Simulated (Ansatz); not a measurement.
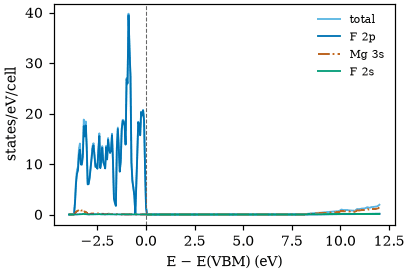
Figure. Total and projected density of states of MgF₂ in space group Pa-3 (No. 205; Mg on 4a, F on 8c), r²SCAN in the plane-wave PAW code Ansatz

Question: Which orbitals carry the states next to the gap?

Answer: Top 1 eV of the valence band: F 2p 99 %. Bottom 1 eV of the conduction band: Mg 3s 73 %, F 2s 22 %. Projections are on Löwdin-orthogonalised atomic valence shells; empty p or d shells of many metals are not among them.

Question: Where is the tallest occupied peak in this window, and what makes it?

Answer: Near -0.9 eV, about 40 states/eV per cell; the largest projected share is F 2p.

The first step of the workflow began from a Materials Project structure, measured or hypothetical; the Crystallography Open Database copy checked does not list it. It is not the phase usual at ambient conditions (space group No. 136). The cell was relaxed with r²SCAN under the symmetry of its start; whether a distortion lowers the energy is not shown.

Potentials: the later of the program's two PAW sets.
